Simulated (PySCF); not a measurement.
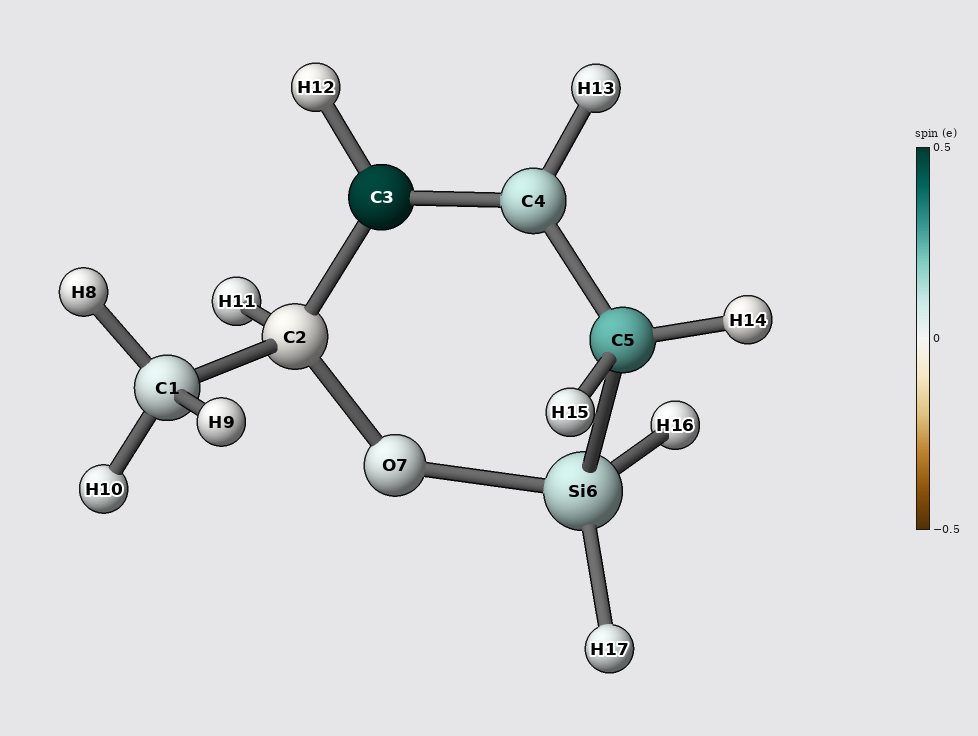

Atoms are coloured by their Mulliken spin populations. The species has charge +1 and is a spin doublet. The computed structure is the end point of a GFN2-xTB optimisation. No frequency run is at hand to confirm it as a minimum. Level of theory: UKS B3LYP, pcH-1 on C H O Si, non-relativistic (PySCF 2.14.0).

**Which atom carries the largest spin population?**

C3 (0.47 e).

**Which atom has the lowest spin population?**

C2 (−0.02 e); a negative value comes from spin polarisation.

Give the Mulliken spin populations atom by atom.

```tsv
atom	value (e)
C1	0.04
C2	−0.02
C3	0.47
C4	0.10
C5	0.23
Si6	0.09
O7	0.03
H8	0.00
H9	0.00
H10	0.02
H11	0.01
H12	−0.01
H13	0.02
H14	−0.01
H15	0.02
H16	0.00
H17	0.02
```

Mulliken values depend strongly on the basis set. The geometry is semi-empirical. Around Si such bond lengths and angles can be off by a tenth of an ångström or more and by several degrees, and values that hang on the shape move with them.
